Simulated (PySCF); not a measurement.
# C2H6Cl2SSi: NMR shifts at several levels of theory, part 2 of 2

PySCF 2.14.0. Atoms count from 0.

## Step 9: Shielding tensors: LC-wPBE/pcSseg-1

Job settings and geometry (Å):

```
{"job": {"kind": "nmr", "xc": "LC-wPBE", "basis": "pcSseg-1", "pop": false}, "charge": 0, "multiplicity": 1}
C      2.444930    -0.128056     0.055485
S      0.877217    -0.838732    -0.549753
Si    -0.484552     0.114463     0.794767
C     -2.193786     0.040891    -0.035593
Cl    -2.625620    -1.655436    -0.366048
Cl    -3.376993     0.840296     1.034780
H      2.670547    -0.457742     1.079219
H      3.231626    -0.502650    -0.612800
H      2.434881     0.970102     0.009514
H     -0.600444    -0.551772     2.122583
H     -0.096600     1.546028     0.972390
H     -2.221350     0.569787    -0.997229
```

Level: GIAO LC-wPBE/pcSseg-1 NMR shielding, non-relativistic, gas phase.

The log of the run:

```text
coarse grid: 12392 points
cycle   1  E = -1687.1769836364  dE =  5.500e-01  |g| = 5.704e-01  |ddm| = 3.111e+00
cycle   2  E = -1687.2020269852  dE = -2.504e-02  |g| = 5.815e-01  |ddm| = 1.045e+00
cycle   3  E = -1687.2791444308  dE = -7.712e-02  |g| = 4.550e-02  |ddm| = 4.569e-01
cycle   4  E = -1687.2799510389  dE = -8.066e-04  |g| = 2.400e-02  |ddm| = 9.362e-02
cycle   5  E = -1687.2801288470  dE = -1.778e-04  |g| = 6.416e-03  |ddm| = 3.754e-02
cycle   6  E = -1687.2801474602  dE = -1.861e-05  |g| = 1.712e-03  |ddm| = 1.482e-02
cycle   7  E = -1687.2801493106  dE = -1.850e-06  |g| = 7.053e-04  |ddm| = 5.042e-03
final grid: 101816 points
cycle   8  E = -1687.3454399670  dE = -6.080e-05  |g| = 7.796e-03  |ddm| = 2.350e-02
cycle   9  E = -1687.3454430494  dE = -3.082e-06  |g| = 4.480e-03  |ddm| = 6.505e-03
cycle  10  E = -1687.3454463316  dE = -3.282e-06  |g| = 7.997e-04  |ddm| = 3.470e-03
cycle  11  E = -1687.3454464757  dE = -1.441e-07  |g| = 1.532e-04  |ddm| = 6.759e-04
cycle  12  E = -1687.3454464731  dE =  2.650e-09  |g| = 6.716e-05  |ddm| = 2.523e-04
cycle  13  E = -1687.3454464746  dE = -1.586e-09  |g| = 1.469e-05  |ddm| = 1.031e-04
cycle  14  E = -1687.3454464748  dE = -1.482e-10  |g| = 4.374e-06  |ddm| = 4.691e-05
converged SCF energy = -1687.3454464748

GIAO shielding tensors (ppm)
atom      isotropic    diamagn.    paramagn.     s11        s22        s33       span
  0 C      177.264     249.373     -72.109    166.250    172.270    193.272     27.022
  1 S      732.693    1058.573    -325.880    632.019    662.008    904.052    272.033
  2 Si     367.833     878.136    -510.303    331.696    347.832    423.971     92.275
  3 C      127.019     251.145    -124.126     83.852    144.658    152.546     68.694
  4 Cl     758.483    1145.752    -387.269    488.275    749.500   1037.674    549.400
  5 Cl     762.999    1144.388    -381.389    481.882    750.300   1056.815    574.934
  6 H       29.604      28.663       0.941     23.615     27.378     37.820     14.205
  7 H       29.353      27.932       1.421     23.321     26.263     38.475     15.154
  8 H       29.624      29.569       0.055     23.775     27.792     37.304     13.529
  9 H       26.707      27.658      -0.951     22.905     26.066     31.150      8.245
 10 H       26.833      28.716      -1.883     22.645     26.560     31.293      8.649
 11 H       26.463      29.165      -2.703     21.789     26.429     31.171      9.382
```

Wall time 31 s (1 thread of Arm Neoverse V1, shared host); peak memory 0.88 GiB.

In short: δ C3 61.5, C0 11.3, S1 -240, Si2 -9.3, H11 4.86, H9 4.56 ppm (means over like atoms).

## Step 10: Nuclear shieldings: PBE0/6-31G

Same as in step 9 but for these lines:

```diff
@@ -1,2 +1,2 @@
-{"job": {"kind": "nmr", "xc": "LC-wPBE", "basis": "pcSseg-1", "pop": false}, "charge": 0, "multiplicity": 1}
+{"job": {"kind": "nmr", "xc": "PBE0", "basis": "6-31G", "pop": true}, "charge": 0, "multiplicity": 1}
 C      2.444930    -0.128056     0.055485
```

Method: GIAO PBE0/6-31G NMR shielding, non-relativistic, gas phase.

The log of the run:

```text
coarse grid: 12392 points
cycle   1  E = -1687.0868845157  dE =  5.473e-01  |g| = 3.794e-01  |ddm| = 3.382e+00
cycle   2  E = -1687.0449354688  dE =  4.195e-02  |g| = 5.691e-01  |ddm| = 1.438e+00
cycle   3  E = -1687.1389360924  dE = -9.400e-02  |g| = 4.661e-02  |ddm| = 7.232e-01
cycle   4  E = -1687.1395458869  dE = -6.098e-04  |g| = 1.884e-02  |ddm| = 9.788e-02
cycle   5  E = -1687.1396540063  dE = -1.081e-04  |g| = 3.442e-03  |ddm| = 3.053e-02
cycle   6  E = -1687.1396581638  dE = -4.157e-06  |g| = 9.292e-04  |ddm| = 8.214e-03
final grid: 101816 points
cycle   7  E = -1687.0658810477  dE = -4.463e-06  |g| = 6.576e-03  |ddm| = 1.862e-02
cycle   8  E = -1687.0658722598  dE =  8.788e-06  |g| = 8.654e-03  |ddm| = 1.590e-02
cycle   9  E = -1687.0658932280  dE = -2.097e-05  |g| = 6.088e-04  |ddm| = 9.375e-03
cycle  10  E = -1687.0658933326  dE = -1.047e-07  |g| = 1.163e-04  |ddm| = 8.672e-04
cycle  11  E = -1687.0658933365  dE = -3.826e-09  |g| = 3.334e-05  |ddm| = 1.937e-04
cycle  12  E = -1687.0658933368  dE = -3.338e-10  |g| = 6.546e-06  |ddm| = 5.179e-05
converged SCF energy = -1687.0658933368

GIAO shielding tensors (ppm)
atom      isotropic    diamagn.    paramagn.     s11        s22        s33       span
  0 C      184.965     252.379     -67.415    170.491    179.252    205.150     34.659
  1 S      771.264    1056.435    -285.170    659.550    721.808    932.435    272.884
  2 Si     429.273     879.990    -450.717    395.748    403.376    488.695     92.947
  3 C      135.139     259.164    -124.025     88.275    154.494    162.649     74.374
  4 Cl     744.683    1144.381    -399.697    478.882    734.738   1020.430    541.548
  5 Cl     746.017    1143.566    -397.549    468.937    729.587   1039.528    570.591
  6 H       30.763      29.465       1.298     24.825     28.515     38.949     14.123
  7 H       30.427      29.602       0.825     24.525     27.120     39.637     15.112
  8 H       30.908      29.846       1.062     25.148     29.146     38.430     13.282
  9 H       27.994      28.233      -0.239     24.011     27.178     32.791      8.780
 10 H       28.116      28.937      -0.822     23.444     27.423     33.480     10.037
 11 H       27.501      30.501      -3.001     23.367     26.908     32.226      8.859
```

Run time: 9.5 s. Hardware: 1 thread of Arm Neoverse V1, shared host; peak memory 0.5 GiB.

This run: δ C3 64.4, C0 14.6, S1 -231, Si2 15.5, H11 5.11, H9 4.56 ppm (means over like atoms).

## Step 11: Shielding tensors: PBE0/STO-3G

Same as in step 10 but for these lines:

```diff
@@ -1,2 +1,2 @@
-{"job": {"kind": "nmr", "xc": "PBE0", "basis": "6-31G", "pop": true}, "charge": 0, "multiplicity": 1}
+{"job": {"kind": "nmr", "xc": "PBE0", "basis": "STO-3G", "pop": true}, "charge": 0, "multiplicity": 1}
 C      2.444930    -0.128056     0.055485
```

With the program's defaults for keys left out, this is: GIAO PBE0/STO-3G NMR shielding, non-relativistic, gas phase.

The log of the run:

```text
coarse grid: 12392 points
cycle   1  E = -1668.5927012703  dE = -5.201e-01  |g| = 4.211e-01  |ddm| = 4.287e+00
cycle   2  E = -1668.5754780486  dE =  1.722e-02  |g| = 5.265e-01  |ddm| = 1.611e+00
cycle   3  E = -1668.6713073668  dE = -9.583e-02  |g| = 4.784e-02  |ddm| = 8.370e-01
cycle   4  E = -1668.6720728117  dE = -7.654e-04  |g| = 1.517e-02  |ddm| = 1.071e-01
cycle   5  E = -1668.6721597003  dE = -8.689e-05  |g| = 2.418e-03  |ddm| = 2.884e-02
cycle   6  E = -1668.6721614328  dE = -1.732e-06  |g| = 8.635e-04  |ddm| = 4.526e-03
final grid: 101816 points
cycle   7  E = -1668.6118922995  dE = -1.453e-06  |g| = 4.325e-03  |ddm| = 1.293e-02
cycle   8  E = -1668.6118896770  dE =  2.622e-06  |g| = 5.192e-03  |ddm| = 1.350e-02
cycle   9  E = -1668.6118984993  dE = -8.822e-06  |g| = 3.325e-04  |ddm| = 7.446e-03
cycle  10  E = -1668.6118985374  dE = -3.801e-08  |g| = 2.794e-05  |ddm| = 5.157e-04
cycle  11  E = -1668.6118985376  dE = -2.797e-10  |g| = 6.700e-06  |ddm| = 5.888e-05
converged SCF energy = -1668.6118985376

GIAO shielding tensors (ppm)
atom      isotropic    diamagn.    paramagn.     s11        s22        s33       span
  0 C      212.033     245.924     -33.891    199.229    204.763    232.106     32.877
  1 S      857.812    1045.170    -187.358    753.599    785.700   1034.137    280.538
  2 Si     544.403     870.574    -326.171    507.473    525.244    600.493     93.020
  3 C      168.631     251.170     -82.539    120.206    186.665    199.022     78.816
  4 Cl     958.887    1126.534    -167.646    846.049    943.038   1087.575    241.526
  5 Cl     956.591    1125.339    -168.748    844.152    935.844   1089.779    245.627
  6 H       32.004      30.091       1.913     26.504     29.672     39.835     13.331
  7 H       31.678      28.802       2.876     25.706     28.145     41.182     15.476
  8 H       32.066      31.125       0.941     26.402     30.304     39.491     13.090
  9 H       29.902      31.299      -1.398     25.057     28.989     35.659     10.602
 10 H       30.182      32.675      -2.493     24.676     29.681     36.189     11.513
 11 H       28.994      30.270      -1.276     24.890     27.326     34.768      9.878
```

It took 4.6 s on 1 thread of Arm Neoverse V1, shared host; peak memory 0.38 GiB.

In short: δ C3 66.1, C0 22.7, S1 -233, Si2 -26.8, H11 3.61, H9 2.56 ppm (means over like atoms).

## Step 12: Comparing the runs: NMR shifts

Shifts (ppm) of some atoms, chosen among heavy atoms and hydrogens apart, means over like atoms, with basis size and wall time:

| run | C3 | C0 | H11 | H9 | S1 | Si2 | Cl4 | functions | time |
| --- | --- | --- | --- | --- | --- | --- | --- | --- | --- |
| PBE0/pcSseg-1 | 69.9 | 13.6 | 5.36 | 4.74 | -212 | -9.8 | 211 | 160 | 17 s |
| mPW1PW91/pcSseg-1 | 70.2 | 13.8 | 5.34 | 4.71 | -212 | -9.8 | 209 | 160 | 17 s |
| WP04/pcSseg-1 | 79.3 | 17.1 | 5.27 | 4.13 | -176 | -11.7 | 212 | 160 | 18 s |
| B97-2/pcSseg-1 | 70.3 | 14.4 | 5.37 | 4.65 | -203 | -10.4 | 206 | 160 | 17 s |
| BHandHLYP/pcSseg-1 | 67.0 | 13.0 | 5.10 | 4.49 | -220 | -8.7 | 188 | 160 | 17 s |
| CAM-B3LYP/pcSseg-1 | 68.6 | 12.5 | 5.14 | 4.58 | -211 | -8.8 | 208 | 160 | 25 s |
| wB97X-D/pcSseg-1 | 67.9 | 13.1 | 5.18 | 4.67 | -217 | -8.7 | 203 | 160 | 24 s |
| LC-wPBE/pcSseg-1 | 61.5 | 11.3 | 4.86 | 4.56 | -240 | -9.3 | 186 | 160 | 31 s |
| PBE0/6-31G | 64.4 | 14.6 | 5.11 | 4.56 | -231 | 15.5 | 186 | 82 | 9.5 s |
| PBE0/STO-3G | 66.1 | 22.7 | 3.61 | 2.56 | -233 | -26.8 | 68 | 52 | 4.6 s |

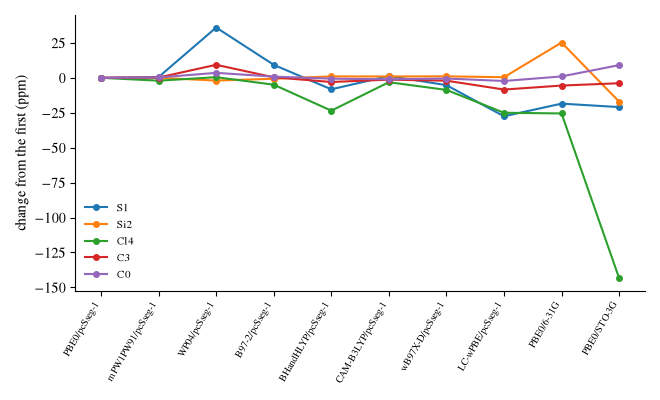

How five of the tabulated atoms move from run to run.

## Step 13: Outcome

The summary covers parts 1 to 2.

| quantity | value |
| --- | --- |
| 13C shifts against TMS (PBE0/pcSseg-1) | 69.9, 13.6 ppm |
| 1H shifts against TMS (PBE0/pcSseg-1, means over atoms taken as alike) | 5.36, 4.74, 1.92 ppm |
| 33S shifts against CS2 (PBE0/pcSseg-1) | -212 ppm |
| 29Si shifts against TMS (PBE0/pcSseg-1) | -9.8 ppm |
| 35Cl shifts against HCl (PBE0/pcSseg-1, means over atoms taken as alike) | 211 ppm |
| range of the shift of S1 (minimal bases aside) | -240 to -176 ppm |
| property runs in this session | 10, of which 0 failed and 1 gave unsound results |

What this shows: Single values in the summary come from the first sound run of each kind (PBE0/pcSseg-1), which need not be the best level. C3 stands next to heavy halogen, whose spin-orbit shielding this run leaves out, so the computed shift lies too far downfield, most of all for carbon beside Br or I. The most deshielded hydrogen is H11 (hydrogen on an sp3 CH bonded to 2 Cl and Si), at 5.36 ppm: its carbon carries Cl, which withdraws density. At PBE0/pcSseg-1: The largest span, 574 ppm, is at Cl4, Cl5, where the paramagnetic term is -413 ppm. Leaving out the minimal-basis runs, which are unusable for shieldings: In ppm, S1 moves most: its shift spreads over 64 ppm, from -240 (LC-wPBE/pcSseg-1) to -176 (WP04/pcSseg-1).
